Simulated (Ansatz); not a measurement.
## Changed inputs in constrained RPA: RbVF3 (Pm-3m)

Wanted: the sensitivity and cost of U and J for RbVF3 (Pm-3m).

Calculated with Ansatz 0.2.0; constrained RPA on LDA, plane waves, PAW.

## 1. The starting structure

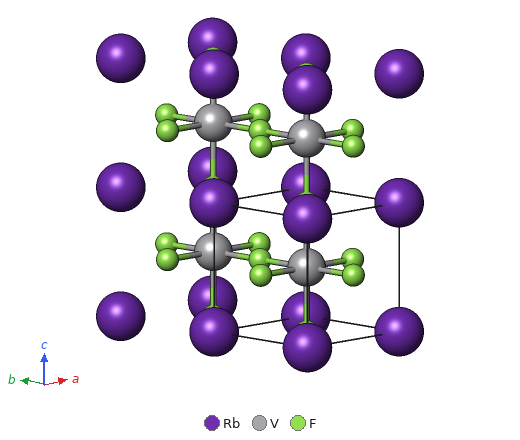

The starting structure, seen from a free direction (rubidium purple, vanadium grey, fluorine green). 1×2×2 cells are drawn. Some periodic images of atoms are drawn too.

Structure file:

```cif
data_structure
_symmetry_space_group_name_H-M 'Pm-3m'
_symmetry_Int_Tables_number 221
_cell_length_a 4.1820
_cell_length_b 4.1820
_cell_length_c 4.1820
_cell_angle_alpha 90.000
_cell_angle_beta 90.000
_cell_angle_gamma 90.000
_cell_volume 73.14
loop_
_atom_site_label
_atom_site_type_symbol
_atom_site_symmetry_multiplicity
_atom_site_Wyckoff_symbol
_atom_site_fract_x
_atom_site_fract_y
_atom_site_fract_z
_atom_site_occupancy
Rb1 Rb 1 a 0.00000 0.00000 0.00000 1
V1 V 1 b 0.50000 0.50000 0.50000 1
F1 F 3 c 0.00000 0.50000 0.50000 1
```

The cell and positions come from the Crystallography Open Database and are kept as given unless a step says otherwise. The default PAW set here is soft_2. Its files were made with PBE.

## 2. Base: V t2g, bands v2 to c1, 4×4×4 mesh, medium accuracy

Constrained RPA screens the interaction with every transition except those inside the target bands, which a later many-body model would treat itself.

File input.yaml:

```yaml
crystal:
  lattice:
    - [0.0, 0.0, -4.182]
    - [0.0, -4.182, 0.0]
    - [-4.182, 0.0, 0.0]
  atoms:
    - { symbol: Rb, position: [0.0, 0.0, 0.0] }
    - { symbol: V, position: [0.5, 0.5, 0.5] }
    - { symbol: F, position: [0.5, 0.5, 0.0] }
    - { symbol: F, position: [0.0, 0.5, 0.5] }
    - { symbol: F, position: [0.5, 0.0, 0.5] }
kpoints:
  mp_grid: { grid: [8, 8, 8] }
hamiltonian:
  xc: lda
scf:
  occupations: { method: gaussian, width: 0.08 }
  n_extra_bands: 19
  max_iter: 150
output:
  crpa:
    kmesh: [4, 4, 4]
    target_bands: [v2, c1]
    projections: [{ species: V, l: d, shell: 3, orbitals: [dxz, dyz, dxy] }]
  local_orbitals:
    kmesh: [8, 8, 8]
    orbitals: [{ species: V, l: d, shell: 3, orbitals: [dxz, dyz, dxy] }]
    window: { bands: [v2, c1] }
    seedname: lo
```

Launch:

```sh
ansatz run input.yaml --threads 4 --pin off --max-ram 9216MiB --backend cpu --events-out ev --progress --plain --runs-dir out
```

Numbers of over 12 decimals in the logs are rounded to 6 here.

The program printed:

```text
scf.n_extra_bands = 19 over 22 filled bands (N_el = 43.0): the run solves 41 bands
Engine: ansatz 0.2.0, aarch64-unknown-linux-gnu
Pseudopotentials: kind: paw
Pseudopotential: Rb, paw, valence charge 9, recommended cutoff 420 eV (normal), Rb.paw.azcp
Pseudopotential: V, paw, valence charge 13, recommended cutoff 420 eV (normal), V.paw.azcp
Pseudopotential: F, paw, valence charge 7, recommended cutoff 420 eV (normal), F.paw.azcp
Functional definition: SPW92
  exchange = slater_x
  correlation = pw_c
Crystal: 5 atoms, lattice volume = 73.140 Å³
Basis set: ecut = 420 eV, 1365 PW (Γ)
Bands: 41, of which v1, the nominal top of the filled ones, is band 22 counted from 1 (21 counted from 0)
Symmetry: 48 space group operations
Space group: Pm-3m (ITA 221), of the structure as read, at distance tolerance 4.2e-5 Å
k-points: 35 of 512
Non-local potential: Rb, projectors of the file, l = 0: 3, l = 1: 2, l = 2: 2
Non-local potential: V, projectors of the file, l = 0: 3, l = 1: 2, l = 2: 3, l = 3: 1
Non-local potential: F, projectors of the file, l = 0: 2, l = 1: 2, l = 2: 1
PAW form: soft (Blöchl's): semilocal exchange-correlation on the pseudo side does not see the compensation charge
PAW frozen core: Rb, regenerated for the run's functional, and the local potential with it (the file was generated under x = pbe(κ = 0.804, μ = 0.219515), c = pbe(β = 0.066725))
PAW frozen core: V, regenerated for the run's functional, and the local potential with it (the file was generated under x = pbe(κ = 0.804, μ = 0.219515), c = pbe(β = 0.066725))
PAW frozen core: F, regenerated for the run's functional, and the local potential with it (the file was generated under x = pbe(κ = 0.804, μ = 0.219515), c = pbe(β = 0.066725))
PAW one-centre angular grid: Rb, 110 points (default); XC on 64 Gauss nodes
PAW one-centre angular grid: V, 590 points (default); XC on 64 Gauss nodes
PAW one-centre angular grid: F, 110 points (default); XC on 64 Gauss nodes
Initial density: superposition of atomic densities (neutral atoms: chi_scale 0, normalization atom), corrected by the library's trained network
Initial wavefunctions: pseudopotential atomic-orbital guess
Functional: x = slater, c = lda
SCF iter   1: F=—  HF=-8415.865216 eV  |F-HF|=—  |Δ(HF+E_count)|=         —  Δρ=2.03e-2  dr2=2.10e-1  ethr=1.77e-3  ⟨swp⟩=6.0  Hψ=6590  notcnv=0  defer=201
preconditioner: auto → LDOS  [metal: Δε(μ)=0.003 eV  Ē_g=15.878 eV  σ=0.080 eV  W_gap=0.02  n_scr=18 (ndim 8)  ℏωp=22.6 eV  f_vac=0.038  D(μ)=10.66/eV (n_scr^D=170)  β→1.0]
SCF iter   2: F=—  HF=-8415.809289 eV  |F-HF|=—  |Δ(HF+E_count)|=   5.59e-2  Δρ=9.48e-3  dr2=2.43e-2  ethr=4.89e-4  ⟨swp⟩=2.3  Hψ=2570  notcnv=0  defer=383
[...]
SCF iter   8: F=-8415.803041 eV  HF=-8415.803041 eV  |F-HF|=1.59e-9  |Δ(HF+E_count)|=   1.53e-7  Δρ=6.38e-6  dr2=1.84e-8  ethr=2.33e-10  ⟨swp⟩=8.5  Hψ=7100  notcnv=0
SCF 1 converged in 8 iterations: F = -8415.803041 eV  dr2 = 1.84e-8
[...]
NSCF: frozen V_eff on 38 k-points
NSCF: frozen V_eff on 10 k-points
[...]
cRPA screening: q 1/64
cRPA screening: q 2/64
cRPA screening: q 8/64 (q-point 3)
cRPA screening: q 11/64 (q-point 6)
cRPA screening: q 23/64 (q-point 7)
cRPA screening: q 35/64 (q-point 11)
cRPA screening: q 38/64 (q-point 22)
cRPA screening: q 46/64 (q-point 23)
cRPA screening: q 58/64 (q-point 27)
cRPA screening: q 64/64 (q-point 43)
SCF converged after 8 iterations
Free energy (F): -8415.803041 eV
Harris-Foulkes:  -8415.803041 eV  (|F-HF|=1.59e-9)
Internal energy: -8415.767976 eV  (E = F + TS)
E sigma→0 (E₀):  -8415.785508 eV
Entropy (-TS):   -0.035066 eV (-7.013 meV/atom)
Fermi energy:    9.447786 eV
--- Per-component energies (eV) ---
  E_band       = -378.365540
  E_kinetic    = 1140.862979
  E_local      = -3675.961639  (includes V_loc(G=0)·N_el)
  E_nonlocal   = 368.559184
  E_hartree    = 1415.356361
  E_xc         = -489.779265
  E_vxc        = -600.768699  (∫ρ·V_xc dr)
  E_paw        = -4149.340706  (= ΣΔE_a)
  E_vpaw       = -441.770964  (= ΣTr[D̂ρ^β])
  E_aug_tail   = 0.006087  (compensation charges beyond the density's cutoff)
  E_ewald      = -3026.428141
  E_core_change = 0.957164  (= ΣΔE_core)
  E_smearing   = -0.035066  (= −TS)
  E_closure    = 0.000000  (closes the sum)
  Σ components = -8415.803041   (vs F -8415.803041, Δ=0.00e0)
--- Band table (eV; the first three rows and the last of 35) ---
  k-point 0: bands = [... 18 lower, 2.6774, 2.6774, 8.8042, 8.8042, 8.8042, 9.8514, 9.8514, 10.0218, ... 15 higher]
  k-point 1: bands = [... 18 lower, 2.6411, 2.6411, 8.8165, 8.9041, 8.9041, 9.8594, 10.0049, 10.3183, ... 15 higher]
  k-point 2: bands = [... 18 lower, 2.5530, 2.5530, 8.8464, 9.1457, 9.1457, 9.8769, 10.3094, 11.1052, ... 15 higher]
  k-point 34: bands = [... 18 lower, 2.8997, 2.8997, 9.9509, 9.9509, 9.9509, 11.8431, 11.8431, 13.0639, ... 15 higher]
--- cRPA (band scheme, projected local orbitals): target bands 21..23 (1-based), 3 Wannier function(s), 4×4×4 mesh, 46 bands' worth read of 51 solved, ecut_chi 136.0 eV, v(q+G=0) probe_charge, pair densities all_electron ---
  bands read: the sum over 46 bands ends inside a degenerate multiplet in 10 slots, whose members it reads at an even weight; the widest, k=0: bands 45 to 47 (counted from 1) at 2/3 each
  χ-basis size per q: N_G = 251..280
  window electrons = 3.0000, filled by tetrahedron_uncorrected; constrained ε̄⁻¹(q = 0, 0) head = 0.368761; min gauge Gram eig = 0.8921
  Kanamori averages over each shell's own Wannier functions (sites counted from 0, functions from 1):
    Site 1, 3D, 3 of 5 d orbitals (Wannier functions 1, 2, 3; wannier90's mr 2, 3, 5):
      screened: U = 6.4754 eV, U' = 5.4665 eV, J = 0.4737 eV
      screened, to within: U = 5.2e-3 eV, U' = 5.2e-3 eV, J = 6.0e-4 eV
      bare: V = 17.6136 eV, V' = 16.3215 eV, J = 0.6446 eV
  Hermiticity witness max|P − P†| over intra, direct and exchange elements: 3.55e-15 eV (screened), 1.30e-19 eV (bare)
  Reality witness max|Im| over intra, direct and exchange elements: 9.84e-20 eV (screened), 2.54e-19 eV (bare)
```

Run time: 50 s. Hardware: 4 threads of Arm Neoverse V1, shared host; peak memory 0.57 GiB; 3.2 min of CPU time.

Numbers from this step:

```
U                                                 : 6.475 eV
U prime (inter-orbital)                           : 5.466 eV
J                                                 : 0.4737 eV
bare V                                            : 17.61 eV
bare J                                            : 0.6446 eV
stated bound on U                                 : 0.005127 eV
U over bare V                                     : 0.3676
electrons in the window                           : 3.000
head of the constrained inverse dielectric matrix : 0.3688
least eigenvalue of the projection's overlap      : 0.8921
target functions                                  : 3
bands in the sums                                 : 46
r.m.s. miss of the model bands                    : 3.18e-5 eV
width of the target bands                         : 1.147 eV
weight of the projected orbitals in the window    : 0.9347
```

On the V t2g shell, screening brings the on-site interaction from 17.6 eV down to U = 6.48 eV.

## 3. Changed: 6×6×6 mesh

input.yaml, the sections that differ from step 2:

```yaml
output:
  crpa:
    kmesh: [6, 6, 6]
    target_bands: [v2, c1]
    projections: [{ species: V, l: d, shell: 3, orbitals: [dxz, dyz, dxy] }]
# crystal, kpoints, hamiltonian, scf: as in step 2
```

The program printed:

```text
[...]
Crystal: 5 atoms, lattice volume = 73.140 Å³
Basis set: ecut = 420 eV, 1365 PW (Γ)
Bands: 41, of which v1, the nominal top of the filled ones, is band 22 counted from 1 (21 counted from 0)
Symmetry: 48 space group operations
[...]
k-points: 35 of 512
[...]
SCF iter   1: F=—  HF=-8415.865216 eV  |F-HF|=—  |Δ(HF+E_count)|=         —  Δρ=2.03e-2  dr2=2.10e-1  ethr=1.77e-3  ⟨swp⟩=6.0  Hψ=6590  notcnv=0  defer=201
[...]
SCF iter   8: F=-8415.803041 eV  HF=-8415.803041 eV  |F-HF|=1.59e-9  |Δ(HF+E_count)|=   1.53e-7  Δρ=6.38e-6  dr2=1.84e-8  ethr=2.33e-10  ⟨swp⟩=8.5  Hψ=7100  notcnv=0
SCF 1 converged in 8 iterations: F = -8415.803041 eV  dr2 = 1.84e-8
[...]
NSCF: frozen V_eff on 20 k-points
[...]
cRPA screening: q 1/216
cRPA screening: q 2/216
cRPA screening: q 8/216 (q-point 3)
cRPA screening: q 14/216 (q-point 4)
cRPA screening: q 17/216 (q-point 8)
[...]
SCF converged after 8 iterations
Free energy (F): -8415.803041 eV
[...]
Internal energy: -8415.767976 eV  (E = F + TS)
E sigma→0 (E₀):  -8415.785508 eV
Entropy (-TS):   -0.035066 eV (-7.013 meV/atom)
Fermi energy:    9.447786 eV
[...]
--- Band table (eV; the first three rows and the last of 35) ---
  k-point 0: bands = [... 18 lower, 2.6774, 2.6774, 8.8042, 8.8042, 8.8042, 9.8514, 9.8514, 10.0218, ... 15 higher]
  k-point 1: bands = [... 18 lower, 2.6411, 2.6411, 8.8165, 8.9041, 8.9041, 9.8594, 10.0049, 10.3183, ... 15 higher]
  k-point 2: bands = [... 18 lower, 2.5530, 2.5530, 8.8464, 9.1457, 9.1457, 9.8769, 10.3094, 11.1052, ... 15 higher]
  k-point 34: bands = [... 18 lower, 2.8997, 2.8997, 9.9509, 9.9509, 9.9509, 11.8431, 11.8431, 13.0639, ... 15 higher]
[...]
χ-basis size per q: N_G = 251..280
[...]
Site 1, 3D, 3 of 5 d orbitals (Wannier functions 1, 2, 3; wannier90's mr 2, 3, 5):
      screened: U = 6.4889 eV, U' = 5.4803 eV, J = 0.4740 eV
      screened, to within: U = 5.2e-3 eV, U' = 5.2e-3 eV, J = 5.9e-4 eV
      bare: V = 17.5995 eV, V' = 16.3077 eV, J = 0.6444 eV
[...]
```

Wall time 4.8 min (4 threads); peak memory 0.81 GiB; 19 min of CPU time.

Numbers from this step:

* U: 6.489 eV
* U prime (inter-orbital): 5.480 eV
* J: 0.4740 eV
* bare V: 17.60 eV
* bare J: 0.6444 eV
* stated bound on U: 0.005139 eV
* U over bare V: 0.3687
* electrons in the window: 3.000
* head of the constrained inverse dielectric matrix: 0.3761
* least eigenvalue of the projection's overlap: 0.8921
* target functions: 3
* bands in the sums: 46
* width of the target bands: 1.147 eV
* weight of the projected orbitals in the window: 0.9347

On the V t2g shell, screening brings the on-site interaction from 17.6 eV down to U = 6.49 eV.

## 4. Changed: 2×2×2 mesh

Changes to input.yaml since step 3:

```diff
@@ -21,3 +21,3 @@
   crpa:
-    kmesh: [6, 6, 6]
+    kmesh: [2, 2, 2]
     target_bands: [v2, c1]
```

The program printed:

```text
[...]
Crystal: 5 atoms, lattice volume = 73.140 Å³
Basis set: ecut = 420 eV, 1365 PW (Γ)
Bands: 41, of which v1, the nominal top of the filled ones, is band 22 counted from 1 (21 counted from 0)
Symmetry: 48 space group operations
[...]
k-points: 35 of 512
[...]
k-point 34: bands = [... 18 lower, 2.8997, 2.8997, 9.9509, 9.9509, 9.9509, 11.8431, 11.8431, 13.0639, ... 15 higher]
[...]
χ-basis size per q: N_G = 251..280
[...]
Site 1, 3D, 3 of 5 d orbitals (Wannier functions 1, 2, 3; wannier90's mr 2, 3, 5):
      screened: U = 6.8607 eV, U' = 5.8391 eV, J = 0.4740 eV
      screened, to within: U = 6.1e-3 eV, U' = 6.1e-3 eV, J = 6.5e-4 eV
      bare: V = 17.8161 eV, V' = 16.5130 eV, J = 0.6491 eV
[...]
[key lines of the parts left out:]
SCF converged after 8 iterations
Free energy (F): -8415.803041 eV
Fermi energy:    9.447786 eV
```

It took 7.5 s on 4 threads; peak memory 0.48 GiB; 27 s of CPU time.

Numbers from this step:

| Item | Value |
| --- | --- |
| U | 6.861 eV |
| U prime (inter-orbital) | 5.839 eV |
| J | 0.4740 eV |
| bare V | 17.82 eV |
| bare J | 0.6491 eV |
| stated bound on U | 0.006016 eV |
| U over bare V | 0.3851 |
| electrons in the window | 3.000 |
| head of the constrained inverse dielectric matrix | 0.3732 |
| least eigenvalue of the projection's overlap | 0.8921 |
| target functions | 3 |
| bands in the sums | 46 |
| width of the target bands | 1.147 eV |
| weight of the projected orbitals in the window | 0.9347 |

On the V t2g shell, screening brings the on-site interaction from 17.8 eV down to U = 6.86 eV.

## 5. Changed: smooth pair densities

Changes to input.yaml since step 4:

```diff
@@ -21,4 +21,5 @@
   crpa:
-    kmesh: [2, 2, 2]
+    kmesh: [4, 4, 4]
     target_bands: [v2, c1]
     projections: [{ species: V, l: d, shell: 3, orbitals: [dxz, dyz, dxy] }]
+    pair_densities: pseudo
```

The program printed:

```text
[...]
Crystal: 5 atoms, lattice volume = 73.140 Å³
Basis set: ecut = 420 eV, 1365 PW (Γ)
Bands: 41, of which v1, the nominal top of the filled ones, is band 22 counted from 1 (21 counted from 0)
Symmetry: 48 space group operations
[...]
k-points: 35 of 512
[...]
χ-basis size per q: N_G = 251..280
[...]
Site 1, 3D, 3 of 5 d orbitals (Wannier functions 1, 2, 3; wannier90's mr 2, 3, 5):
      screened: U = 6.5016 eV, U' = 5.4599 eV, J = 0.4869 eV
      screened, to within: U = 2.0e-3 eV, U' = 2.0e-3 eV, J = 1.4e-4 eV
      screened, sum over states alone: U = 6.9802 eV, U' = 5.7640 eV, J = 0.5341 eV
      bare: V = 17.6136 eV, V' = 16.3215 eV, J = 0.6446 eV
[...]
[key lines of the parts left out:]
SCF converged after 8 iterations
Free energy (F): -8415.803041 eV
Fermi energy:    9.447786 eV
```

Elapsed: 44 s, on 4 threads; peak memory 0.5 GiB; 2.8 min of CPU time.

This step gave:

```yaml
u: 6.502 eV
u_prime_inter_orbital: 5.460 eV
j: 0.4869 eV
bare_v: 17.61 eV
bare_j: 0.6446 eV
stated_bound_on_u: 0.001935 eV
u_over_bare_v: 0.3691
electrons_in_the_window: 3.000
head_of_the_constrained_inverse_dielectric_matrix: 0.3691
least_eigenvalue_of_the_projection_s_overlap: 0.8921
target_functions: 3
bands_in_the_sums: 46
width_of_the_target_bands: 1.147 eV
weight_of_the_projected_orbitals_in_the_window: 0.9347
```

On the V t2g shell, screening brings the on-site interaction from 17.6 eV down to U = 6.50 eV.

## 6. Changed: accuracy high

Changes to input.yaml since step 5:

```diff
@@ -24,2 +24,2 @@
     projections: [{ species: V, l: d, shell: 3, orbitals: [dxz, dyz, dxy] }]
-    pair_densities: pseudo
+    accuracy: high
```

The program printed:

```text
[...]
Crystal: 5 atoms, lattice volume = 73.140 Å³
Basis set: ecut = 420 eV, 1365 PW (Γ)
Bands: 41, of which v1, the nominal top of the filled ones, is band 22 counted from 1 (21 counted from 0)
Symmetry: 48 space group operations
[...]
k-points: 35 of 512
[...]
k-point 34: bands = [... 18 lower, 2.8997, 2.8997, 9.9509, 9.9509, 9.9509, 11.8431, 11.8431, 13.0639, ... 15 higher]
[...]
χ-basis size per q: N_G = 251..280
[...]
Site 1, 3D, 3 of 5 d orbitals (Wannier functions 1, 2, 3; wannier90's mr 2, 3, 5):
      screened: U = 6.4757 eV, U' = 5.4667 eV, J = 0.4737 eV
      screened, to within: U = 7.8e-4 eV, U' = 7.8e-4 eV, J = 7.7e-5 eV
      bare: V = 17.6136 eV, V' = 16.3215 eV, J = 0.6446 eV
[...]
[key lines of the parts left out:]
SCF converged after 8 iterations
Free energy (F): -8415.803041 eV
Fermi energy:    9.447786 eV
```

Run time: 58 s. Hardware: 4 threads; peak memory 0.64 GiB.

Numbers from this step:

| Quantity | Value |
| --- | --- |
| U | 6.476 eV |
| U prime (inter-orbital) | 5.467 eV |
| J | 0.4737 eV |
| bare V | 17.61 eV |
| bare J | 0.6446 eV |
| stated bound on U | 7.78e-4 eV |
| U over bare V | 0.3677 |
| electrons in the window | 3.000 |
| head of the constrained inverse dielectric matrix | 0.3688 |
| least eigenvalue of the projection's overlap | 0.8921 |
| target functions | 3 |
| bands in the sums | 46 |
| width of the target bands | 1.147 eV |
| weight of the projected orbitals in the window | 0.9347 |

On the V t2g shell, screening brings the on-site interaction from 17.6 eV down to U = 6.48 eV.

## 7. Changed: volume +3 %

The cell differs from the one that the last finished run ended in (a 4.182 → 4.223 Å, b 4.182 → 4.223 Å, c 4.182 → 4.223 Å).

Changes to input.yaml since step 6:

```diff
@@ -2,5 +2,5 @@
   lattice:
-    - [0.0, 0.0, -4.182]
-    - [0.0, -4.182, 0.0]
-    - [-4.182, 0.0, 0.0]
+    - [0.0, 0.0, -4.2234086336]
+    - [0.0, -4.2234086336, 0.0]
+    - [-4.2234086336, 0.0, 0.0]
   atoms:
@@ -24,2 +24,6 @@
     projections: [{ species: V, l: d, shell: 3, orbitals: [dxz, dyz, dxy] }]
-    accuracy: high
+  local_orbitals:
+    kmesh: [8, 8, 8]
+    orbitals: [{ species: V, l: d, shell: 3, orbitals: [dxz, dyz, dxy] }]
+    window: { bands: [v2, c1] }
+    seedname: lo
```

The program printed:

```text
[...]
Crystal: 5 atoms, lattice volume = 75.334 Å³
Basis set: ecut = 420 eV, 1419 PW (Γ)
Bands: 41, of which v1, the nominal top of the filled ones, is band 22 counted from 1 (21 counted from 0)
Symmetry: 48 space group operations
[...]
k-points: 35 of 512
[...]
k-point 34: bands = [... 18 lower, 2.6171, 2.6171, 9.4917, 9.4917, 9.4917, 11.2952, 11.2952, 12.6494, ... 15 higher]
[...]
χ-basis size per q: N_G = 256..284
[...]
Site 1, 3D, 3 of 5 d orbitals (Wannier functions 1, 2, 3; wannier90's mr 2, 3, 5):
      screened: U = 6.4896 eV, U' = 5.4765 eV, J = 0.4738 eV
      screened, to within: U = 5.2e-3 eV, U' = 5.2e-3 eV, J = 6.1e-4 eV
      bare: V = 17.6546 eV, V' = 16.3583 eV, J = 0.6467 eV
[...]
[key lines of the parts left out:]
SCF converged after 8 iterations
Free energy (F): -8415.657666 eV
Fermi energy:    9.018392 eV
```

It took 50 s on 4 threads; peak memory 0.58 GiB; 3.2 min of CPU time.

This step gave:

```yaml
u: 6.490 eV
u_prime_inter_orbital: 5.476 eV
j: 0.4738 eV
bare_v: 17.65 eV
bare_j: 0.6467 eV
stated_bound_on_u: 0.005133 eV
u_over_bare_v: 0.3676
electrons_in_the_window: 3.000
head_of_the_constrained_inverse_dielectric_matrix: 0.3699
least_eigenvalue_of_the_projection_s_overlap: 0.8949
target_functions: 3
bands_in_the_sums: 46
r_m_s_miss_of_the_model_bands: 2.71e-5 eV
width_of_the_target_bands: 1.075 eV
weight_of_the_projected_orbitals_in_the_window: 0.9370
```

On the V t2g shell, screening brings the on-site interaction from 17.7 eV down to U = 6.49 eV.

(Part 1 of 2 ends here.)

[Paths, hosts, dates, memory and timing lines, banners, echoed tables and standing remarks are left out of the program output.]

[Logs are printed without paths, hosts, clocks, repeated set-up lines and the standing remarks that a program may print on its own settings, such as how far it seeks lower states.]

[Runs of the session that timed out or met a known fault of the program may be left out.]

[Hosts, paths, dates, database ids (printed as entryN), source tags and the programs' standing remarks are cut or masked in the printed files.]
